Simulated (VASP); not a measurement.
Band structure of Ho (space group P6_3/mmc). Calculation: PBE GGA, VASP's PBE PAW potentials (set 64) (plane waves; VASP).

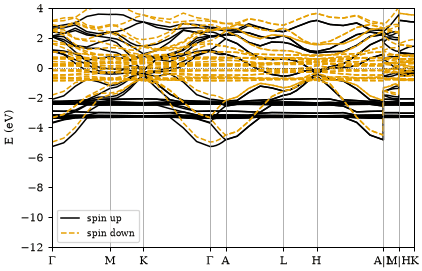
Figure. Bands along high-symmetry lines, zero at the valence-band maximum or, without a gap, the Fermi level

Q: Read the plot: is there a gap, and where are the band edges?

A: It has no gap at this level: it comes out as a metal or semimetal.

The structure was generated: Ho was put into an ordered model structure, which need not be its known phase. The cell was not relaxed at this level.
